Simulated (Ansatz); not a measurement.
# C2H6ClGeN: what the fields show

Input file:

```
crystal:
  periodic: [false, false, false]
  atoms:
    - {symbol: C, position_ang: [-0.997737, -0.003721, 0.582835]}
    - {symbol: N, position_ang: [0.187168, 0.192045, -0.213641]}
    - {symbol: C, position_ang: [1.116477, -0.912051, -0.133638]}
    - {symbol: Ge, position_ang: [0.673952, 1.589502, -1.278852]}
    - {symbol: Cl, position_ang: [-1.087190, 2.900680, -0.993058]}
    - {symbol: H, position_ang: [-1.665249, 0.851120, 0.491417]}
    - {symbol: H, position_ang: [-0.736150, -0.133727, 1.640737]}
    - {symbol: H, position_ang: [-1.535358, -0.905214, 0.262272]}
    - {symbol: H, position_ang: [1.455815, -1.071508, 0.897439]}
    - {symbol: H, position_ang: [1.997887, -0.719309, -0.752846]}
    - {symbol: H, position_ang: [0.655787, -1.844816, -0.482065]}
basis:
  gaussian: {orbitals: def2-TZVPP}
hamiltonian: {xc: pbe0, dispersion: d4}
output: {orbitals: {seedname: orbitals}}
```

Launched as:

```sh
ansatz run in.yaml --threads 4 --pin off --events-out ev --progress --plain --max-ram 10444MiB
```

Geometry: PBE0-D4/def2-TZVP.

Method: RKS PBE0-D4/def2-TZVPP (Ansatz).

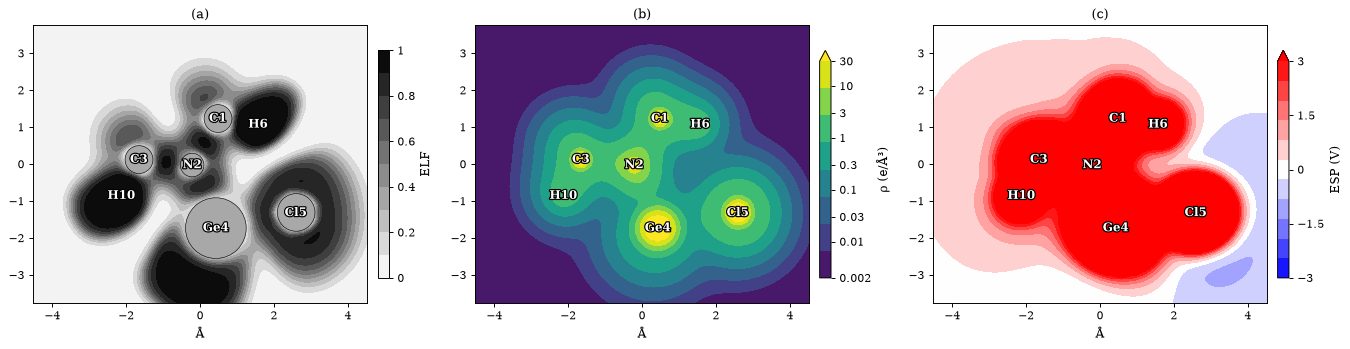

Figure 1. (a) ELF; (b) electron density; (c) electrostatic potential on the plane of atoms N2, C1 and H6. Grey discs cover the atomic cores in the ELF map.

What does the map show?

- The plane passes through C, N, Ge, Cl and H nuclei.
- C–N (1.44 Å): ρ is about 2 e/Å³ halfway; the ELF peaks at about 0.90 between the atoms, as expected for a shared electron pair.
- Ge–N (1.82 Å): ρ is about 0.97 e/Å³ halfway; the ELF peaks at about 0.85 in the valence shell of N, 0.6 Å from its nucleus, and is about 0.45 at the midpoint.
- Ge–Cl (2.21 Å): ρ at the midpoint is about 0.69 e/Å³, with its minimum of 0.62 e/Å³ about 1.0 Å from Ge; the ELF peaks at about 0.85 in the valence shell of Cl, 0.8 Å from its nucleus, and is about 0.65 at the midpoint.
- C–H (1.09 Å): ρ is about 2.1 e/Å³ halfway; the ELF climbs to about 1 towards the hydrogen, as it does in any bond to H (a covalent bond by its length).
- The ELF also peaks beside Cl5, away from the bonds: lone-pair regions.
- Outside the dense part of the molecule the potential is most negative (−0.9 V) near Cl5.

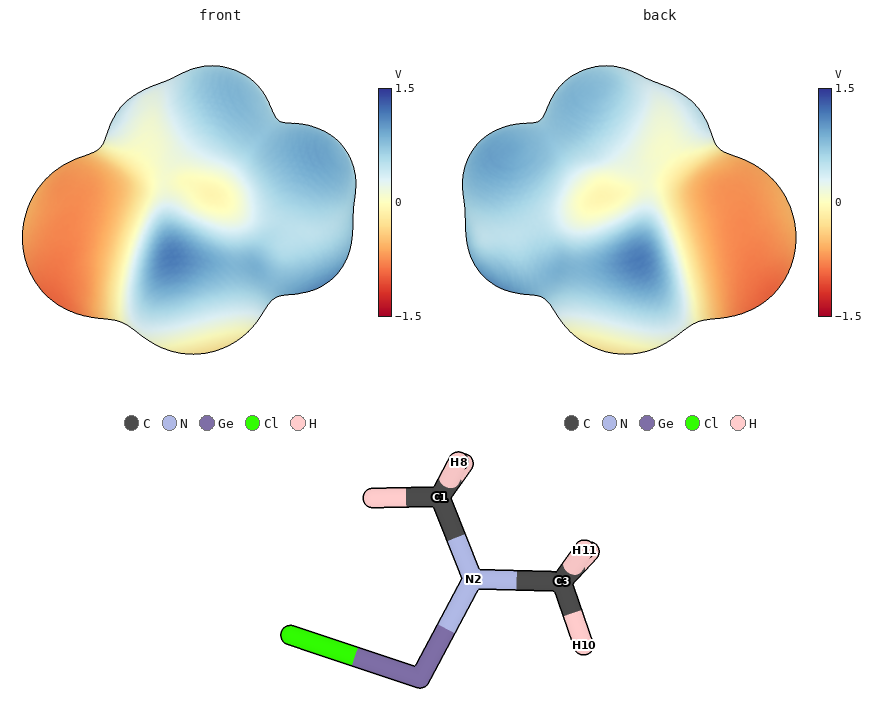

Figure 2. The electrostatic potential painted on the density surface at 0.002 e/bohr³, seen from the front and from behind; red is negative and blue positive. The bare structure is drawn below in the same view.

Where is the surface potential most negative and most positive?

The most negative region (about −0.9 V) lies over Cl5, the most positive (about +1.1 V) over Ge4.

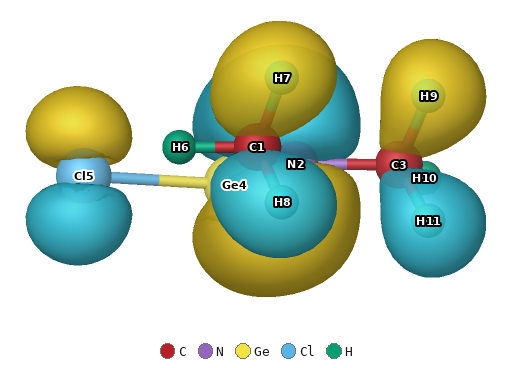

Figure 3. The HOMO at ±0.08 Å⁻³ᐟ² (yellow and cyan are the two phases), seen from one side.

What is the character of this orbital?

It lies mainly on N2 (about 45 %), Ge4 (about 15 %), C3 (about 10 %), C1 (about 10 %) and Cl5 (about 5 %). Its energy is −7.10 eV.

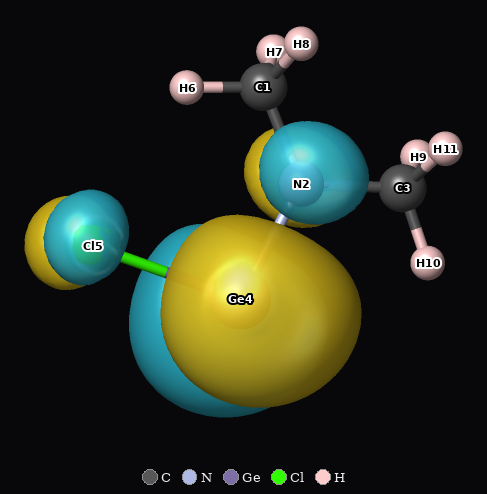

Figure 4. The LUMO at ±0.1 Å⁻³ᐟ² (yellow and cyan are the two phases), seen at a tilt.

What is the character of this orbital?

By Hirshfeld shares it lies mainly on Ge4 (about 75 %), N2 (about 10 %) and Cl5 (about 10 %). Its energy is −1.72 eV.
